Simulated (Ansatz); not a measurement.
**Br2 (bromine) at B2PLYP/STO-3G**

What is the energy change on altering one bond length of Br2 (bromine) at B2PLYP/STO-3G? 

The calculation is run with Ansatz 0.2.0.

31 further runs of the same task are left out: 10 that didn't finish, 21 set aside as unsound or not needed.

## Step 1: The system as given

Br2: 2 atoms, total charge 0, spin state singlet. As SMILES, `BrBr`. Geometry: relaxed at PBE0-D4/def2-TZVP.

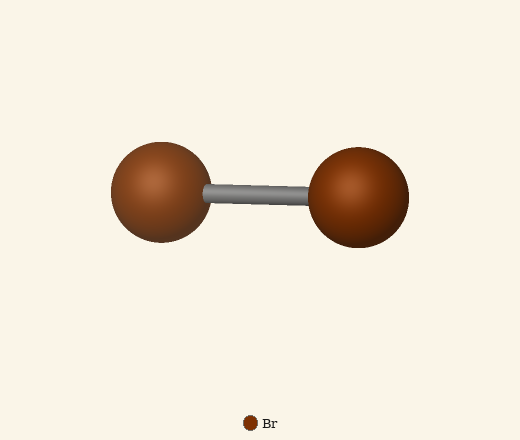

Viewed from a chosen angle; bromine brown.

## Step 2: A single-point energy at B2PLYP/STO-3G

The input, run.yaml:

```yaml
basis:
  gaussian:
    orbitals: STO-3G
crystal:
  periodic: [false, false, false]
  atoms:
    - {symbol: Br, position_ang: [0.972980, -0.325390, 0.498520]}
    - {symbol: Br, position_ang: [-0.972980, 0.325390, -0.498520]}
hamiltonian:
  xc: {name: B2PLYP}
accuracy: high
correlation:
  frozen_orbitals: {Br: 9}
```

Started as:

```console
ansatz run run.yaml --threads 1 --pin off --max-ram 3480MiB --events-out events.jsonl --progress --plain --runs-dir runs
```

Log:

```text
Warning: RAYON_NUM_THREADS=1 ignored (pool sized by the plan → 1); use --threads N
Functional definition: B2PLYP
  name "B2PLYP"
  parameter a = 0.53
  parameter c = 0.27
  exchange = (1 - a)*b88_x + a*exact_x
  correlation = (1 - c)*lyp_c + c*(mp2_os + mp2_ss)
437 factors; integrals over basis functions are off by at most 9.3e-9 eV
mean field evaluation 1: about -138542.4283 eV, gradient 4.2e0 eV
mean field evaluation 2: about -138542.4571 eV, gradient 4.3e0 eV
mean field evaluation 4: about -138542.5647 eV, gradient 9.3e-2 eV
mean field evaluation 8: about -138542.5646 eV, gradient 1.1e-4 eV
mean field -138542.56455735 eV, -5091.3453399596 hartree, gradient 2.8e-9 eV, S^2 0.000000; 0 other end points of the search recorded, 0 dependent functions left out
18 core orbitals not correlated: weight in the atoms' cores, before any rotation towards them, 1.000 or more for the frozen orbitals, at most 0.000 for the correlated occupied ones
reference -138542.56457109 eV, -5091.3453404646 hartree; 17, 17 occupied and 1, 1 virtual orbitals, 437 factors
second order -0.60582092 eV of doubles, -0.00000000 eV of singles
Total energy: -138542.72814274 eV, -5091.3513516118 hartree
```

Wall time 1.6 s (1 thread of Arm Neoverse V2, shared host); peak memory 0.11 GiB.

## Step 3: The distorted shape

The input, job.yaml:

```yaml
crystal:
  periodic: [false, false, false]
  atoms:
    - {symbol: Br, position_ang: [1.459441, -0.488075, 0.747765]}
    - {symbol: Br, position_ang: [-0.972980, 0.325390, -0.498520]}
basis:
  gaussian:
    orbitals: STO-3G
hamiltonian:
  xc: {name: B2PLYP}
correlation:
  frozen_orbitals: {Br: 9}
accuracy: high
```

Started as:

```console
ansatz run job.yaml --threads 1 --pin off --max-ram 3480MiB --events-out events.jsonl --progress --plain --runs-dir runs
```

Log (excerpt; [...] marks lines left out):

```text
Warning: RAYON_NUM_THREADS=1 ignored (pool sized by the plan → 1); use --threads N
Functional definition: B2PLYP
  name "B2PLYP"
[...]
417 factors; integrals over basis functions are off by at most 8.9e-9 eV
[...]
mean field -138540.83520101 eV, -5091.2817872863 hartree, gradient 1.2e-9 eV, S^2 0.000000; 0 other end points of the search recorded, 0 dependent functions left out; unrestricted orbitals would lower it
18 core orbitals not correlated: weight in the atoms' cores, before any rotation towards them, 1.000 or more for the frozen orbitals, at most 0.000 for the correlated occupied ones
reference -138540.83521568 eV, -5091.2817878254 hartree; 17, 17 occupied and 1, 1 virtual orbitals, 417 factors
second order -1.44964788 eV of doubles, -0.00000000 eV of singles
Total energy: -138541.22662061 eV, -5091.2961716912 hartree
```

It took 1.4 s on 1 thread of Arm Neoverse V2, shared host; peak memory 0.1 GiB.

## Step 4: Results

Level: B2PLYP/STO-3G, 18 core orbitals frozen.

```
                                                           quantity           value
                                          first shape: total energy  -5091.35135 Eh
                                      distorted shape: total energy  -5091.29617 Eh
energy change with the Br1–Br2 bond stretched from 2.281 to 2.852 Å        1.502 eV
```

In words: With the Br1–Br2 bond stretched from 2.281 to 2.852 Å the energy rises by 1.50 eV (145 kJ/mol). The first shape isn't relaxed at this level, so the change isn't measured from a minimum. The minimal basis adds a large error of its own. The restricted solution (distorted shape) is unstable to spin breaking: an unrestricted one lies lower.
